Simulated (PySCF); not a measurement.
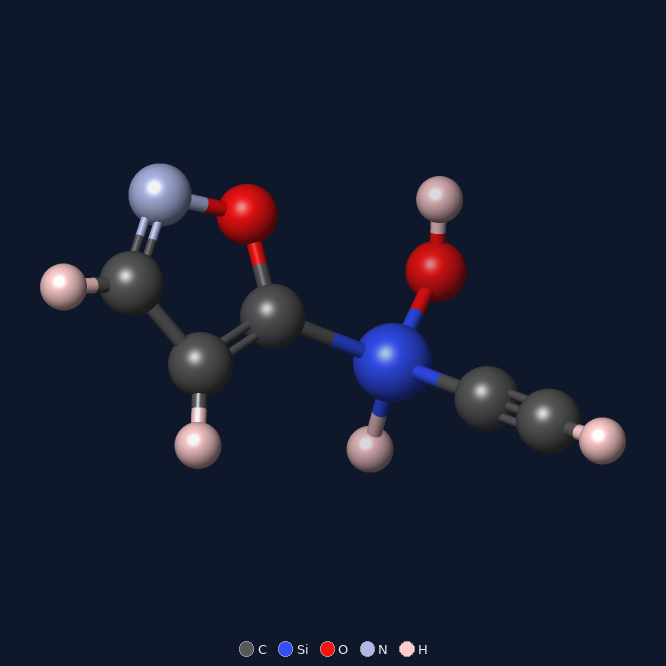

The geometry was computed by an optimisation with GFN2-xTB. No frequency run is at hand to confirm it as a minimum. Level of theory: PBE0/pcSseg-1, gas phase (PySCF 2.14.0).

What does the calculation give?

The species is C5H5NO2Si (`C#C[Si@H](O)c1ccno1`).
- dipole moment: 2.60 D
- HOMO energy (Kohn–Sham orbital): −7.81 eV
- LUMO energy (Kohn–Sham orbital): −0.95 eV
- HOMO–LUMO gap: 6.86 eV

The geometry is semi-empirical. Around Si such bond lengths and angles can be off by a tenth of an ångström or more and by several degrees, and values that hang on the shape move with them.
